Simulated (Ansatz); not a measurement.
# HIn: search for lower mean-field states from a Python script

The task is a search for lower mean-field states, for HIn.

All numbers are computed with Ansatz 0.2.0, driven from Python. Level of theory: B3LYP+D3(BJ)/def2-SVP.

**1. Starting point**

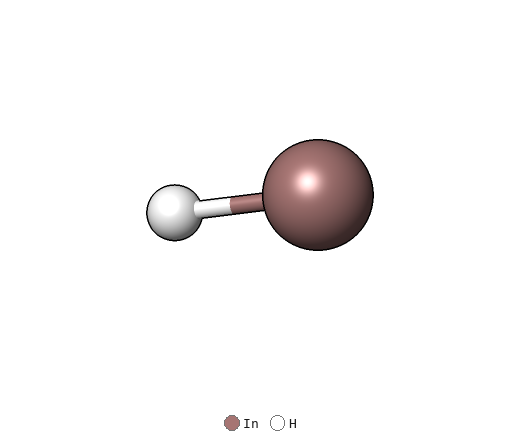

The starting structure, viewed from a chosen angle; indium brown, hydrogen white.

The script holds or builds the structure itself.

**2. The script**

states_hin.py reads:

```python
# -*- coding: utf-8 -*-
"""Does a wider search find a lower mean-field state of HIn?"""

import logging
import sys

import ansatz as az
from ase import Atoms
import numpy as np

logging.basicConfig(stream=sys.stdout, format="%(levelname)s %(message)s")
logger = logging.getLogger("hin")
logger.setLevel(logging.INFO)

SETTINGS = {
    "basis_set": "def2-SVP",
    "functional": "b3lyp",
    "dispersion": "d3bj",
}

atoms = Atoms(["In", "H"], positions=[
    [0.0, 0.0, 0.0],
    [0.0, 0.0, 1.71],
])
system = az.Crystal.molecule_from_ase(atoms)
symbols = [site.symbol for site in system.cartesian_sites]

start = np.array([site.position_ang for site in system.cartesian_sites])
for factor in [1.0, 1.3]:
    xyz = (start - start.mean(axis=0)) * factor
    scaled = az.Crystal.molecule()
    for symbol, place in zip(symbols, xyz):
        scaled = scaled.atom(symbol, place.tolist())
    job = (
        scaled.calculation()
        .basis(gaussian=SETTINGS["basis_set"])
        .functional(SETTINGS["functional"], dispersion=SETTINGS["dispersion"])
        .spin("collinear")
    )
    for search in ("off", "standard"):
        try:
            summary = job.scf(lower_state_search=search).run(threads=1).report
        except az.AnsatzError as error:
            logger.info(f"x{factor} search {search}: {type(error).__name__}")
            continue
        state = summary["mean_field"]["state"]
        logger.info(f"all distances x{factor}, search {search:8s} E = {summary['free_energy_ev']:.5f} eV  <S^2> = {abs(state['spin_squared']):.3f}  other states met: {len(summary['mean_field']['others'])}")
```

**3. The input behind the calls**

The package turns the script's settings into the engine's input (first run):

```yaml
crystal:
  periodic: [false, false, false]
  atoms:
    - { symbol: In, position_ang: [0.0, 0.0, -0.855] }
    - { symbol: H, position_ang: [0.0, 0.0, 0.855] }
basis:
  gaussian:
    orbitals: def2-SVP
hamiltonian:
  xc: b3lyp
  dispersion: d3bj
magnetization:
  spin_polarized: true
scf:
  lower_state_search: "off"
```

**4. Launch**

Run with:

```
> python states_hin.py
```

What it wrote:

```text
INFO all distances x1.0, search off      E = -5191.35168 eV  <S^2> = 0.000  other states met: 0
INFO all distances x1.0, search standard E = -5191.35168 eV  <S^2> = 0.000  other states met: 1
INFO all distances x1.3, search off      E = -5191.18842 eV  <S^2> = 0.000  other states met: 0
INFO all distances x1.3, search standard E = -5191.18842 eV  <S^2> = 0.000  other states met: 0
```

Wall time 2.8 s (1 thread of AMD EPYC 7B13 (Zen 3), shared host); peak memory 0.17 GiB.

**5. What changed from run to run**

The engine's inputs for the other runs:

Run 2, against run 1:

```diff
@@ -15 +15 @@
-  lower_state_search: "off"
+  lower_state_search: standard
```

Run 3, against run 1:

```diff
@@ -4,2 +4,2 @@
-    - { symbol: In, position_ang: [0.0, 0.0, -0.855] }
-    - { symbol: H, position_ang: [0.0, 0.0, 0.855] }
+    - { symbol: In, position_ang: [0.0, 0.0, -1.1115] }
+    - { symbol: H, position_ang: [0.0, 0.0, 1.1115] }
```

Run 4, against run 1:

```diff
@@ -4,2 +4,2 @@
-    - { symbol: In, position_ang: [0.0, 0.0, -0.855] }
-    - { symbol: H, position_ang: [0.0, 0.0, 0.855] }
+    - { symbol: In, position_ang: [0.0, 0.0, -1.1115] }
+    - { symbol: H, position_ang: [0.0, 0.0, 1.1115] }
@@ -15 +15 @@
-  lower_state_search: "off"
+  lower_state_search: standard
```

**6. The engine's runs**

From the records of these 4 runs:

| run | search | energy from run 1 (eV) | SCF cycles | CPU time (s) |
| --- | --- | --- | --- | --- |
| 1 | off | 0.0000 | 16 | 0.47 |
| 2 | standard | 0.0000 | 16 | 0.67 |
| 3 | off | 0.1633 | 16 | 0.46 |
| 4 | standard | 0.1633 | 15 | 0.68 |

**7. Summary of results**

```
                       quantity  value
lower state found by the search   none
                  runs compared      4
```

**Reading.** The search finds no state below that of the single start. All 4 runs converged (15 to 16 cycles). Reading the output:
- The count of other states can hold repeated and symmetry-equivalent ends of the search; scaling all distances is a test, and for more than two atoms no physical path.
- def2 sets replace the cores of elements past krypton by effective core potentials.
- b3lyp holds the VWN-RPA fit, as in Gaussian; the form of ORCA and Turbomole is b3lyp5.
